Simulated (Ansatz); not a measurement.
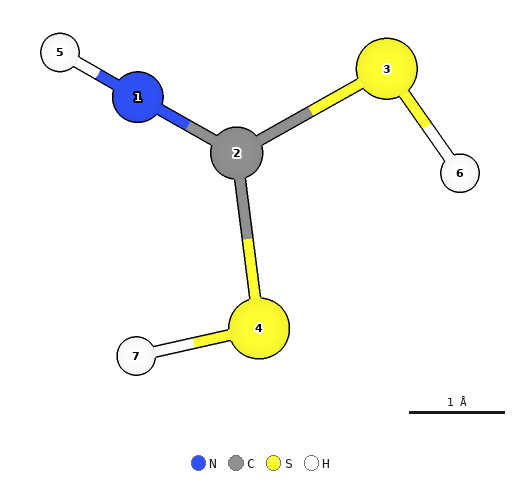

**Figure 1.** The input geometry (ball-and-stick view, seen at a tilt; atoms are numbered from 1 in the order of the input).

# Phonon calculation of CH3NS2

The run: phonon calculation of CH3NS2. Method and program: RKS BLYP/def2-SVP (Ansatz 0.2.0).

It belongs to a series of runs on one base structure; here: vibrations at the highest image of the band. Figures and captions count atoms from 1; the log counts them from 0 in places.

Input:
```yaml
crystal:
  periodic: [false, false, false]
  atoms:
    - { symbol: "N", position_ang: [1.033728, -0.918915, -0.187348] }
    - { symbol: C, position_ang: [0.152077, -0.13012, 0.141461] }
    - { symbol: S, position_ang: [-0.186393, 0.30683, 1.906457] }
    - { symbol: S, position_ang: [-1.02784, 0.763846, -0.994516] }
    - { symbol: H, position_ang: [1.82017, -1.47338, -0.466241] }
    - { symbol: H, position_ang: [-1.230698, 1.158658, 1.684832] }
    - { symbol: H, position_ang: [-0.499745, 0.224981, -2.130345] }
basis:
  gaussian: { orbitals: def2-SVP }
hamiltonian:
  xc: blyp
phonons: {}
```

Hardware: 1 thread of Intel Xeon @ 2.70GHz, 189 GiB of memory available, shared host.

Run as:
```bash
ansatz run input.yaml --threads 1 --pin off --max-ram 2048MiB --backend cpu --events-out ev --progress --plain --runs-dir out
```

The program's output:
```
Engine: ansatz 0.2.0, x86_64-unknown-linux-gnu
Functional definition: BLYP
  parameter beta = 0.0042
  parameter a = 0.04918
  parameter b = 0.132
  parameter c = 0.2533
  parameter d = 0.349
  exchange = b88_x(beta = beta)
  correlation = lyp_c(a = a, b = b, c = c, d = d)
914 factors; their error is unknown
mean field evaluation 1: about -24226.5342 eV, gradient 6.4e1 eV
mean field evaluation 2: about -24144.7071 eV, gradient 1.5e2 eV
mean field evaluation 4: about -24234.8510 eV, gradient 1.7e1 eV
mean field evaluation 8: about -24235.5792 eV, gradient 8.5e-2 eV
mean field evaluation 16: about -24235.5295 eV, gradient 2.2e-4 eV
mean field -24235.52951765 eV, -890.6392823416 hartree, gradient 2.3e-5 eV, S^2 0.000000; 0 other end points of the search recorded, 0 dependent functions left out
the calculation of the forces begins
reference -24235.52978903 eV, -890.6392923146 hartree; 24, 24 occupied and 55, 55 virtual orbitals, 914 factors
these checks for a lower state are left out or cut short: stability, starts, cluster_reference, orbital_swaps, neighbouring_geometries, increment
914 factors; their error is unknown
mean field -24235.52933954 eV, -890.6392757962 hartree, gradient 1.4e-6 eV, S^2 0.000000; 0 other end points of the search recorded, 0 dependent functions left out
[... from here on the field's lines of each further geometry are left out, up to the last ...]
the calculation of the forces begins
reference -24235.52974051 eV, -890.6392905317 hartree; 24, 24 occupied and 55, 55 virtual orbitals, 914 factors
these checks for a lower state are left out or cut short: stability, starts, cluster_reference, orbital_swaps, neighbouring_geometries, increment
914 factors; their error is unknown
mean field -24235.52945885 eV, -890.6392801807 hartree, gradient 2.6e-6 eV, S^2 0.000000; 0 other end points of the search recorded, 0 dependent functions left out
the calculation of the forces begins
reference -24235.52973022 eV, -890.6392901534 hartree; 24, 24 occupied and 55, 55 virtual orbitals, 914 factors
WARN: phonons: modes at or below zero, which the zero-point energy, F, S and C_V leave out: 1, the lowest at -890.25 cm⁻¹. A minimum has none, and a first-order saddle one
Total energy: -24235.52978903 eV, -890.6392923146 hartree
Atom 0 at     1.033728    -0.918915    -0.187348 Å, force     0.025501     0.031784    -0.010153 eV/Å
Atom 1 at     0.152077    -0.130120     0.141461 Å, force    -0.002256    -0.018683     0.026760 eV/Å
Atom 2 at    -0.186393     0.306830     1.906457 Å, force     0.000655    -0.001280    -0.009234 eV/Å
Atom 3 at    -1.027840     0.763846    -0.994516 Å, force    -0.011065     0.009859    -0.011617 eV/Å
Atom 4 at     1.820170    -1.473380    -0.466241 Å, force    -0.013636    -0.018303     0.004998 eV/Å
Atom 5 at    -1.230698     1.158658     1.684832 Å, force     0.001835    -0.002873    -0.002875 eV/Å
Atom 6 at    -0.499745     0.224981    -2.130345 Å, force    -0.001035    -0.000504     0.002121 eV/Å
Dipole moment:     0.180456    -0.128863    -0.231841 e Å
Vibrations: -890.25 166.95 253.23 266.16 314.25 348.58 460.87 515.70 622.50 879.16 917.73 1822.14 2559.71 2579.60 3816.93 cm⁻¹, zero-point energy 0.962335 eV
```

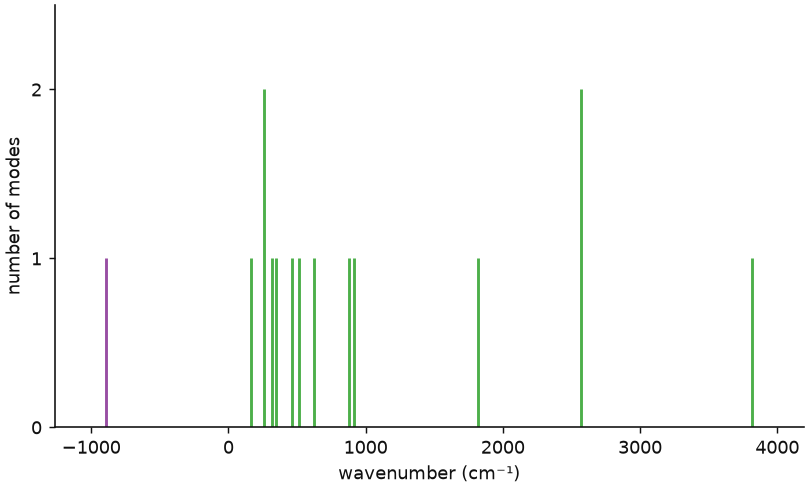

**Figure 2.** Harmonic vibrational wavenumbers from the force constants; neighbouring modes closer than 21 cm⁻¹ are counted in one stick, and imaginary ones are drawn at negative wavenumbers. 15 modes from 890i to 3817 cm⁻¹, 1 imaginary beyond 8i (890i cm⁻¹): a first-order saddle point, if the geometry is stationary.

Summary:

```tsv
quantity	value
outcome	converged
total energy	−24235.5298 eV
mean-field energy	−24235.5298 eV
largest force (length of the vector)	0.042 eV/Å
wall time	67 s
peak memory	0.12 GiB
```
